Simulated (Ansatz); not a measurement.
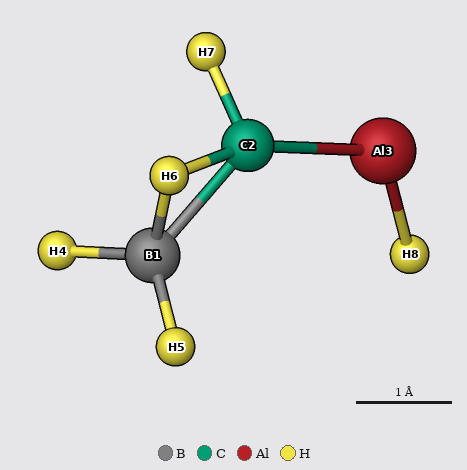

The input geometry (ball-and-stick view, seen at a tilt; atoms are numbered from 1 in the order of the input). Sticks mark near contacts. Bond lengths as drawn: Al–C 2.04 Å, Al–H 1.60 Å, B–C 1.53 Å, B–H 1.17 Å and C–H 1.10 to 1.23 Å.

# Run report: CH₅AlB, geometry relaxation

System: CH₅AlB, multiplicity 2.
Method: UKS revPBE-D4/def2-SVP (Ansatz 0.2.0).

It belongs to a series of runs on one base structure; here: end point B relaxed. Figures and captions count atoms from 1; the log counts them from 0 in places.

## The input
```yaml
crystal:
  periodic: [false, false, false]
  atoms:
    - { symbol: B, position_ang: [-0.77094, 0.49258, -0.79173] }
    - { symbol: C, position_ang: [0.38285, 0.53452, 0.21464] }
    - { symbol: Al, position_ang: [0.93532, -1.22533, 1.09299] }
    - { symbol: H, position_ang: [-0.55973, 0.29653, -1.92904] }
    - { symbol: H, position_ang: [-1.87924, 0.62188, -0.42945] }
    - { symbol: H, position_ang: [-0.26638, 1.43631, -0.31876] }
    - { symbol: H, position_ang: [1.35428, 0.84273, -0.20289] }
    - { symbol: H, position_ang: [0.34633, -2.69872, 0.92846] }
magnetization:
  spin_polarized: true
  initial_magnetization: 1
basis:
  gaussian: { orbitals: def2-SVP }
hamiltonian:
  xc: revpbe
  dispersion: d4
relax:
  f_tol: 0.02
  max_steps: 50
output:
  orbitals: {}
```

Run on 2 threads of Intel Xeon (Sapphire Rapids), 16 GiB of memory available, shared host.

Launch command:
```bash
ansatz run input.yaml --threads 2 --pin off --max-ram 3072MiB --backend cpu --events-out ev --progress --plain --runs-dir out
```

## The program's output
```
The last accepted step is kept in [file] (removed where the run ends without a failure and the disk answers)
Engine: ansatz 0.2.0, x86_64-unknown-linux-gnu
Functional definition: revPBE
  parameter kappa = 1.245
  parameter beta = 0.06672455060314922
  exchange = pbe_x(kappa = kappa, mu = beta*pi^2/3)
  correlation = pbe_c(beta = beta)
795 factors; their error is unknown
mean field evaluation 1: about -8364.8715 eV, gradient 4.6e1 eV
mean field evaluation 2: about -8233.2349 eV, gradient 1.2e2 eV
mean field evaluation 4: about -8378.4456 eV, gradient 1.7e1 eV
mean field evaluation 8: about -8381.9059 eV, gradient 3.7e-1 eV
mean field evaluation 16: about -8381.8738 eV, gradient 4.1e-4 eV
mean field -8381.87377361 eV, -308.0281797419 hartree, gradient 4.3e-5 eV, S^2 0.761778; 0 other end points of the search recorded, 0 dependent functions left out
the calculation of the forces begins
reference -8381.87382226 eV, -308.0281815301 hartree; 15, 14 occupied and 56, 57 virtual orbitals, 795 factors
relax step   1: F+E_penalty+E_count = -8382.26495949 eV  Δ(F+E_penalty+E_count) = +0.000e0 eV  max|allowed force component| = 3.967e0 eV/Å  Δτ_max = 0.0000 Å  (33 SCF iters, accepted)
these checks for a lower state are left out or cut short: starts, cluster_reference, orbital_swaps, neighbouring_geometries, increment
795 factors; their error is unknown
mean field -8382.72423863 eV, -308.0594337553 hartree, gradient 9.9e-6 eV, S^2 0.755508; 0 other end points of the search recorded, 0 dependent functions left out
[... from here on the field's lines of each further geometry are left out, up to the last ...]
relax step   2: F+E_penalty+E_count = -8383.12081375 eV  Δ(F+E_penalty+E_count) = -8.559e-1 eV  max|allowed force component| = 2.108e0 eV/Å  Δτ_max = 0.1950 Å  (37 SCF iters, accepted)
relax step   3: F+E_penalty+E_count = -8383.74267359 eV  Δ(F+E_penalty+E_count) = -6.219e-1 eV  max|allowed force component| = 1.273e0 eV/Å  Δτ_max = 0.1945 Å  (36 SCF iters, accepted)
relax step   4: F+E_penalty+E_count = -8384.12541322 eV  Δ(F+E_penalty+E_count) = -3.827e-1 eV  max|allowed force component| = 1.360e0 eV/Å  Δτ_max = 0.1952 Å  (31 SCF iters, accepted)
relax step   5: F+E_penalty+E_count = -8384.26055559 eV  Δ(F+E_penalty+E_count) = -1.351e-1 eV  max|allowed force component| = 1.713e0 eV/Å  Δτ_max = 0.2000 Å  (29 SCF iters, accepted)
relax step   6: F+E_penalty+E_count = -8384.60337571 eV  Δ(F+E_penalty+E_count) = -3.428e-1 eV  max|allowed force component| = 8.257e-1 eV/Å  Δτ_max = 0.1948 Å  (29 SCF iters, accepted)
relax step   7: F+E_penalty+E_count = -8384.74431721 eV  Δ(F+E_penalty+E_count) = -1.409e-1 eV  max|allowed force component| = 3.561e-1 eV/Å  Δτ_max = 0.1996 Å  (30 SCF iters, accepted)
relax step   8: F+E_penalty+E_count = -8384.83783126 eV  Δ(F+E_penalty+E_count) = -9.351e-2 eV  max|allowed force component| = 7.009e-1 eV/Å  Δτ_max = 0.1951 Å  (31 SCF iters, accepted)
relax step   9: F+E_penalty+E_count = -8384.91336816 eV  Δ(F+E_penalty+E_count) = -7.554e-2 eV  max|allowed force component| = 6.708e-1 eV/Å  Δτ_max = 0.1950 Å  (29 SCF iters, accepted)
relax step  10: F+E_penalty+E_count = -8384.98320039 eV  Δ(F+E_penalty+E_count) = -6.983e-2 eV  max|allowed force component| = 4.391e-1 eV/Å  Δτ_max = 0.1953 Å  (29 SCF iters, accepted)
relax step  11: F+E_penalty+E_count = -8385.00871844 eV  Δ(F+E_penalty+E_count) = -2.552e-2 eV  max|allowed force component| = 2.766e-1 eV/Å  Δτ_max = 0.1015 Å  (29 SCF iters, accepted)
relax step  12: F+E_penalty+E_count = -8385.01843722 eV  Δ(F+E_penalty+E_count) = -9.719e-3 eV  max|allowed force component| = 2.519e-1 eV/Å  Δτ_max = 0.1141 Å  (29 SCF iters, accepted)
relax step  13: F+E_penalty+E_count = -8385.02590065 eV  Δ(F+E_penalty+E_count) = -7.463e-3 eV  max|allowed force component| = 6.451e-2 eV/Å  Δτ_max = 0.1039 Å  (29 SCF iters, accepted)
relax step  14: F+E_penalty+E_count = -8385.02653213 eV  Δ(F+E_penalty+E_count) = -6.315e-4 eV  max|allowed force component| = 1.244e-2 eV/Å  Δτ_max = 0.0261 Å  (30 SCF iters, accepted)
the calculation of the forces begins
reference -8384.61031890 eV, -308.1287459266 hartree; 15, 14 occupied and 56, 57 virtual orbitals, 795 factors
relax step  15: F+E_penalty+E_count = -8385.02667050 eV  Δ(F+E_penalty+E_count) = -1.384e-4 eV  max|allowed force component| = 1.003e-2 eV/Å  Δτ_max = 0.0258 Å  (29 SCF iters, accepted)
795 factors; their error is unknown
mean field evaluation 128: about -8384.6317 eV, gradient 1.2e0 eV
```

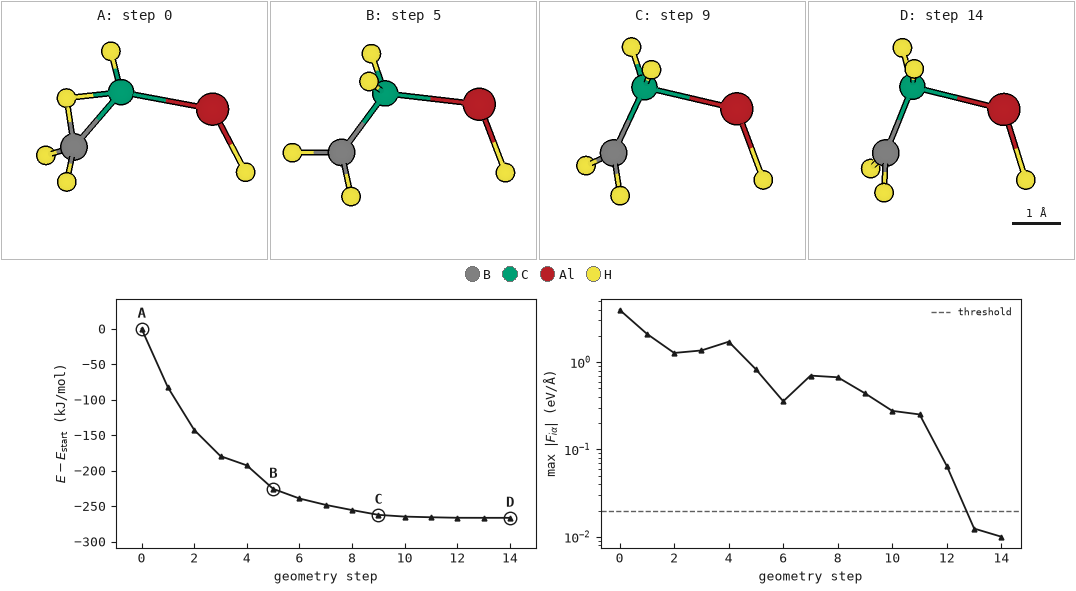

Frames of the relaxation (ball-and-stick view, seen at a tilt) above the curves, on which the letters mark them (the first geometry is step 0 here and step 1 in the log).

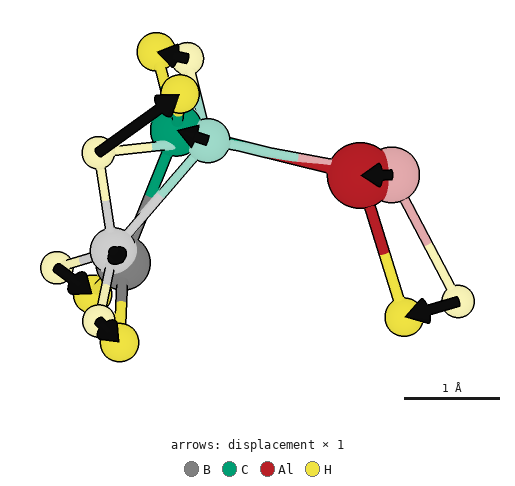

Start (faint) and end (solid) with the displacements as black arrows, at true length (ball-and-stick view, seen at a tilt). The two geometries are laid on each other by the best rigid fit. The largest move after the best rigid fit is that of H6, 1.21 Å. By element the largest moves are H 1.21 Å, C 0.35 Å, Al 0.35 Å, B 0.26 Å. Distances before and after: B1–H6 1.170 → 2.292 Å, C2–H6 1.233 → 1.111 Å, B1–H4 1.173 → 1.222 Å, Al3–H8 1.595 → 1.620 Å. Bonds break: B1–H6 (1.17 → 2.29 Å). Among the angles that change: B1–C2–H6 48.6° → 119.5°, Al3–C2–H6 163.5° → 103.3°, B1–C2–Al3 117.6° → 95.8°. After 14 geometry steps the energy has fallen by 266.5 kJ/mol. The largest force component goes from 4 to 0.01 eV/Å. (Atoms are counted from 1 in the order of the input.)

```
mean field -8384.61027027 eV, -308.1287441395 hartree, gradient 2.3e-5 eV, S^2 0.752469; 1 other end points of the search recorded, 0 dependent functions left out
the calculation of the forces begins
reference -8384.61031890 eV, -308.1287459266 hartree; 15, 14 occupied and 56, 57 virtual orbitals, 795 factors
Total energy: -8385.02671913 eV, -308.1440483528 hartree
Atom 0 at    -0.741345     0.272793    -0.878389 Å, force     0.007763     0.001725    -0.003868 eV/Å
Atom 1 at     0.405582     0.790430    -0.004873 Å, force    -0.000676     0.003708     0.002280 eV/Å
Atom 2 at     0.780480    -0.982823     0.911499 Å, force    -0.005083    -0.010030    -0.000849 eV/Å
Atom 3 at    -0.512960    -0.232834    -1.967043 Å, force    -0.001548     0.001802     0.004115 eV/Å
Atom 4 at    -1.886868     0.260283    -0.454944 Å, force    -0.005863    -0.001474     0.001194 eV/Å
Atom 5 at     0.182028     1.474431     0.841689 Å, force     0.001049    -0.003891    -0.006056 eV/Å
Atom 6 at     1.378255     1.047398    -0.475946 Å, force    -0.001590    -0.001106     0.001362 eV/Å
Atom 7 at    -0.062682    -2.329177     0.592226 Å, force     0.005948     0.009266     0.001821 eV/Å
Dipole moment:     0.322177     0.026980     0.283293 e Å
```

## Trajectory as extended XYZ (Å, eV, eV/Å), 13 of the 15 frames kept, from step=1 to step=15
```
8
Properties=species:S:1:pos:R:3:forces:R:3 step=1 energy=-8382.26496
B    -0.7709    0.4926   -0.7917   -1.1734  -3.9665  -1.3030
C     0.3829    0.5345    0.2146    0.4382  -0.3532   0.0563
Al    0.9353   -1.2253    1.0930   -0.2140   1.3595  -0.0619
H    -0.5597    0.2965   -1.9290    0.2309   0.3795  -1.2555
H    -1.8792    0.6219   -0.4294   -1.1359  -0.3605   0.4633
H    -0.2664    1.4363   -0.3188    1.7591   3.4139   2.4058
H     1.3543    0.8427   -0.2029    0.5040  -0.2492  -0.2627
H     0.3463   -2.6987    0.9285   -0.4089  -0.2234  -0.0423
8
Properties=species:S:1:pos:R:3:forces:R:3 step=2 energy=-8383.12081
B    -0.7521    0.4309   -0.8032   -0.4439  -2.1084  -1.3385
C     0.4346    0.5284    0.1810   -0.2818   0.1160  -0.6186
Al    0.9101   -1.1543    1.1375   -0.0762   0.5563   0.0939
H    -0.5484    0.4387   -2.0081   -0.0882   0.2910  -0.0485
H    -1.8934    0.4314   -0.3905   -0.1370  -0.3389   0.1053
H    -0.2731    1.4656   -0.2004    1.2316   1.3783   1.9464
H     1.4065    0.7897   -0.2896    0.0759  -0.0198  -0.1436
H     0.2582   -2.6299    0.9375   -0.2805   0.1254   0.0035
8
Properties=species:S:1:pos:R:3:forces:R:3 step=3 energy=-8383.74267
B    -0.7315    0.3590   -0.8549   -0.1139  -0.4328  -0.8823
C     0.4721    0.4840    0.1099   -0.8658   0.9950  -0.9086
Al    0.9118   -1.0959    1.1828   -0.0545  -0.1205   0.3632
H    -0.5715    0.5641   -2.0671   -0.1853  -0.0116   0.3372
H    -1.8709    0.2724   -0.3936    0.2311  -0.3140  -0.1357
H    -0.2575    1.4728   -0.0066    1.1913  -0.4133   1.2735
H     1.4322    0.7869   -0.3710   -0.1178   0.0096  -0.0703
H     0.1578   -2.5426    0.9647   -0.0850   0.2875   0.0229
8
Properties=species:S:1:pos:R:3:forces:R:3 step=5 energy=-8384.26056
B    -0.7013    0.2151   -1.0032   -0.7701   1.7126   0.5038
C     0.4548    0.4484    0.0023   -0.0132   0.3079  -0.4832
Al    0.8716   -1.0052    1.2947   -0.2013  -0.0372   0.0701
H    -0.6732    0.7316   -2.1135    0.1857  -0.7341  -0.3211
H    -1.8235    0.1779   -0.4874    0.0782  -0.7389  -0.2883
H    -0.1133    1.3942    0.3453    0.6822  -0.6652   0.3203
H     1.3998    0.7767   -0.4928   -0.0324   0.0711   0.1460
H     0.1276   -2.4382    1.0187    0.0708   0.0838   0.0525
8
Properties=species:S:1:pos:R:3:forces:R:3 step=6 energy=-8384.60338
B    -0.7473    0.3311   -0.9990   -0.3313   0.1080  -0.1524
C     0.4589    0.4684   -0.0306    0.0856  -0.3505  -0.6398
Al    0.8324   -0.9737    1.3064   -0.2195  -0.0608  -0.1837
H    -0.6786    0.6752   -2.1902   -0.0147  -0.3748   0.3228
H    -1.8628    0.0693   -0.5154    0.3460   0.0172  -0.2542
H     0.0202    1.3413    0.4769    0.0001   0.5541   0.8257
H     1.4030    0.8047   -0.5071    0.0628   0.0648  -0.0091
H     0.1167   -2.4158    1.0232    0.0710   0.0420   0.0908
8
Properties=species:S:1:pos:R:3:forces:R:3 step=7 energy=-8384.74432
B    -0.7618    0.3374   -1.0167   -0.1298   0.1147   0.1939
C     0.4451    0.5295   -0.0559   -0.0569   0.1750  -0.1461
Al    0.7887   -0.9562    1.2660   -0.1064  -0.0485  -0.2842
H    -0.6636    0.5880   -2.2188   -0.0398  -0.3561   0.1654
H    -1.8628    0.0428   -0.5344    0.2129   0.0954  -0.2202
H     0.1051    1.3318    0.6574    0.2392  -0.1288  -0.0177
H     1.3928    0.8414   -0.5591   -0.1419   0.1129   0.2647
H     0.0991   -2.4142    1.0258    0.0226   0.0354   0.0443
8
Properties=species:S:1:pos:R:3:forces:R:3 step=8 energy=-8384.83783
B    -0.7770    0.3476   -0.9996    0.4581   0.0439  -0.0278
C     0.4375    0.6298   -0.0691   -0.5563   0.3458   0.4931
Al    0.7473   -0.9628    1.1527    0.0913   0.0094  -0.2081
H    -0.6359    0.3951   -2.2274   -0.0423  -0.2224   0.3283
H    -1.8647    0.0436   -0.5407   -0.0973   0.1102   0.0380
H     0.2070    1.3306    0.8101    0.1528  -0.4659  -0.7009
H     1.3777    0.9406   -0.5668    0.0617   0.1156   0.1447
H     0.0507   -2.4239    1.0050   -0.0680   0.0634  -0.0674
8
Properties=species:S:1:pos:R:3:forces:R:3 step=9 energy=-8384.91337
B    -0.7676    0.3365   -0.9534    0.6708  -0.1287  -0.4895
C     0.4435    0.6923   -0.0488   -0.6105   0.2623   0.2085
Al    0.7500   -0.9921    1.0443    0.1385   0.0613  -0.0564
H    -0.6031    0.2078   -2.1843   -0.0653  -0.0555   0.5471
H    -1.8613    0.0673   -0.5018   -0.1747   0.1262   0.1629
H     0.2140    1.3871    0.8128    0.0598  -0.3589  -0.2495
H     1.3855    1.0214   -0.5291    0.0504  -0.0281  -0.0130
H    -0.0186   -2.4198    0.9244   -0.0691   0.1214  -0.1101
8
Properties=species:S:1:pos:R:3:forces:R:3 step=10 energy=-8384.98320
B    -0.7522    0.3027   -0.9384    0.4210  -0.0667  -0.1081
C     0.4315    0.7458   -0.0403   -0.3348   0.0056   0.0297
Al    0.7949   -0.9843    0.9644   -0.0272  -0.0536  -0.1352
H    -0.5716    0.0216   -2.1344   -0.0014   0.0562   0.4391
H    -1.8644    0.1083   -0.4723   -0.0033   0.1002   0.0475
H     0.2178    1.3705    0.8699   -0.0438  -0.1413  -0.2663
H     1.3840    1.0772   -0.5053   -0.0454  -0.0251   0.0139
H    -0.0976   -2.3413    0.8206    0.0350   0.1246  -0.0206
8
Properties=species:S:1:pos:R:3:forces:R:3 step=11 energy=-8385.00872
B    -0.7405    0.2912   -0.9223    0.1725  -0.1018  -0.0668
C     0.4209    0.7529   -0.0359   -0.0513   0.0809   0.1196
Al    0.8038   -0.9995    0.9131    0.2002   0.2766  -0.0398
H    -0.5380   -0.0574   -2.0803   -0.0229   0.0047   0.1077
H    -1.8551    0.1534   -0.4544   -0.1182   0.0410   0.0203
H     0.1865    1.3716    0.8648   -0.0027  -0.0419  -0.0963
H     1.3732    1.0856   -0.4957    0.0191  -0.0066   0.0025
H    -0.1082   -2.2974    0.7749   -0.1967  -0.2529  -0.0471
8
Properties=species:S:1:pos:R:3:forces:R:3 step=13 energy=-8385.02590
B    -0.7373    0.2748   -0.8843   -0.0027  -0.0645   0.0054
C     0.4107    0.7855   -0.0101    0.0150   0.0450   0.0151
Al    0.7983   -0.9891    0.8951   -0.0156  -0.0068  -0.0085
H    -0.5086   -0.2088   -1.9824   -0.0135   0.0054  -0.0153
H    -1.8778    0.2310   -0.4491   -0.0048   0.0206  -0.0117
H     0.1782    1.4514    0.8487    0.0101   0.0069   0.0085
H     1.3755    1.0683   -0.4813   -0.0002  -0.0039   0.0050
H    -0.0965   -2.3126    0.6274    0.0118  -0.0027   0.0015
8
Properties=species:S:1:pos:R:3:forces:R:3 step=14 energy=-8385.02653
B    -0.7395    0.2719   -0.8819    0.0071   0.0124   0.0089
C     0.4075    0.7889   -0.0077   -0.0019  -0.0050  -0.0008
Al    0.7895   -0.9856    0.9029   -0.0027  -0.0026   0.0001
H    -0.5127   -0.2200   -1.9770    0.0011  -0.0039   0.0024
H    -1.8831    0.2479   -0.4536   -0.0039  -0.0011  -0.0008
H     0.1810    1.4622    0.8469   -0.0017   0.0019  -0.0070
H     1.3773    1.0573   -0.4775   -0.0008   0.0004  -0.0006
H    -0.0776   -2.3220    0.6121    0.0028  -0.0022  -0.0021
8
Properties=species:S:1:pos:R:3:forces:R:3 step=15 energy=-8385.02667
B    -0.7413    0.2728   -0.8784    0.0078   0.0017  -0.0039
C     0.4056    0.7904   -0.0049   -0.0007   0.0037   0.0023
Al    0.7805   -0.9828    0.9115   -0.0051  -0.0100  -0.0008
H    -0.5130   -0.2328   -1.9670   -0.0015   0.0018   0.0041
H    -1.8869    0.2603   -0.4549   -0.0059  -0.0015   0.0012
H     0.1820    1.4744    0.8417    0.0010  -0.0039  -0.0061
H     1.3783    1.0474   -0.4759   -0.0016  -0.0011   0.0014
H    -0.0627   -2.3292    0.5922    0.0059   0.0093   0.0018
```

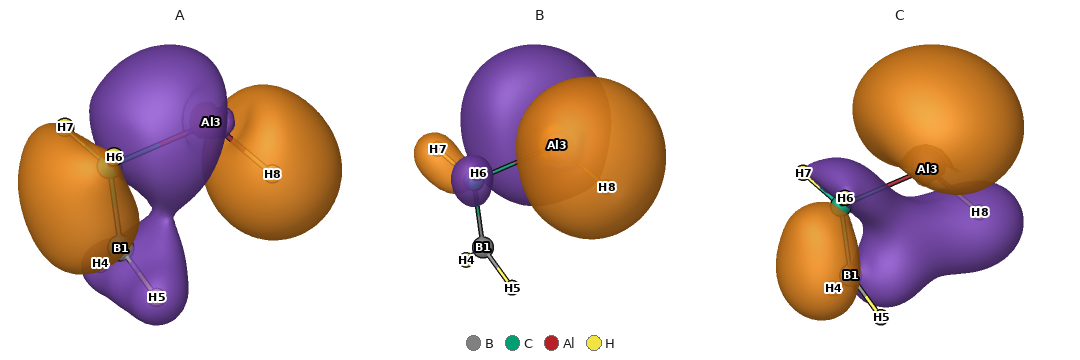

Three frontier orbitals at ±0.08 Å⁻³ᐟ² (orange and purple are the two phases). A is the HOMO−1 (α) (−7.11 eV). Its weight (Hirshfeld) is mainly on C2 (35 %), Al3 (25 %), H8 (20 %) and B1 (10 %). C is the HOMO (α) (−4.84 eV). It lies mainly on Al3 (70 %), B1 (10 %), H8 (10 %) and C2 (10 %). B is the LUMO (α) (−2.71 eV). By Hirshfeld shares it lies mainly on Al3 (85 %). The HOMO–LUMO gap is 2.13 eV between the orbital energies.

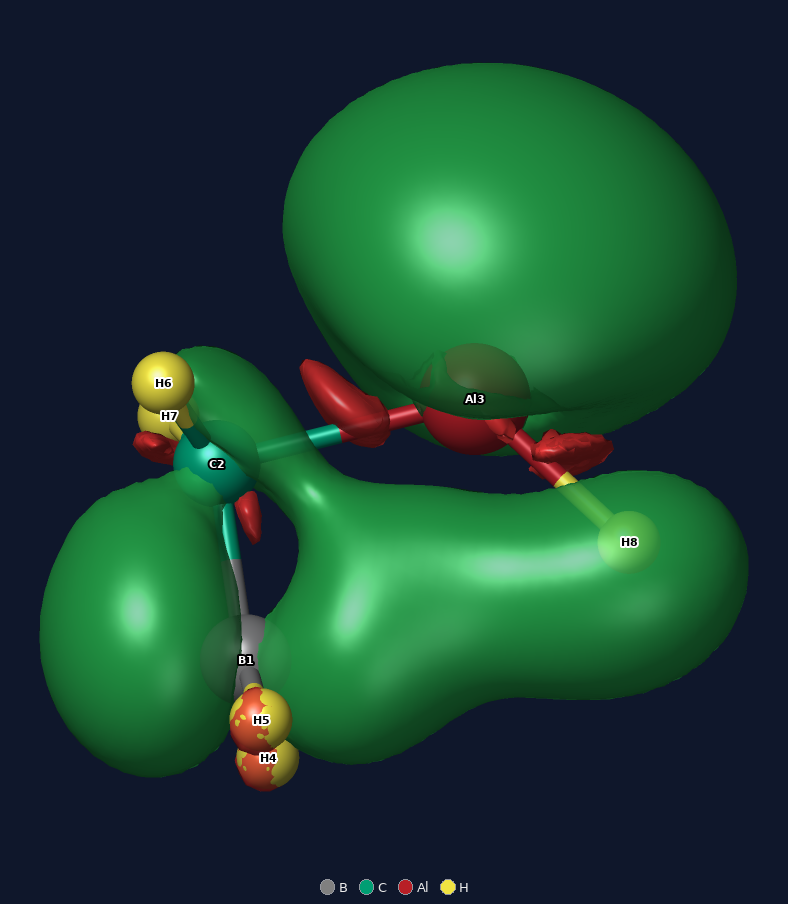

Isosurfaces of the spin density (α minus β) at +0.006 (green) and −0.006 e/Å³ (red), seen face on. The unpaired spin (1 electron) lies mostly on Al3 (about 0.7), B1 (about 0.1) and H8 (about 0.1), in electrons by Hirshfeld's partition.

## Summary

| quantity | value |
| --- | --- |
| outcome | converged |
| total energy | −8385.0267 eV |
| mean-field energy | −8384.6103 eV |
| ⟨S²⟩ | 0.752 |
| largest force (length of the vector) at the end | 0.011 eV/Å |
| wall time | 17 s (CPU time 31 s) |
| peak memory | 0.2 GiB |
